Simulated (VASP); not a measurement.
Band structure of KI (rock salt). Level of theory: optB88-vdW, VASP's PBE PAW potentials (set 64) (plane waves; VASP).

Unless said otherwise, spin-orbit coupling is left out, though it shifts the bands of the heavy elements here.

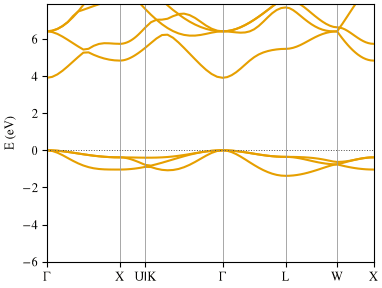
Fig. 1. Bands along high-symmetry lines, zero at the valence-band maximum or, without a gap, the Fermi level

Problem. Read the plot: is there a gap, and where are the band edges?

Solution. The gap is direct, 3.91 eV, from the valence maximum at Γ to the conduction minimum at Γ. (Edges off the drawn lines would not show.)

Measured: gap 6.10 eV (computed value off by -2.19 eV), as given by Aguado et al., (1998), arXiv:cond-mat/9809176.

The compound is KI in the rock salt structure. It was relaxed first.
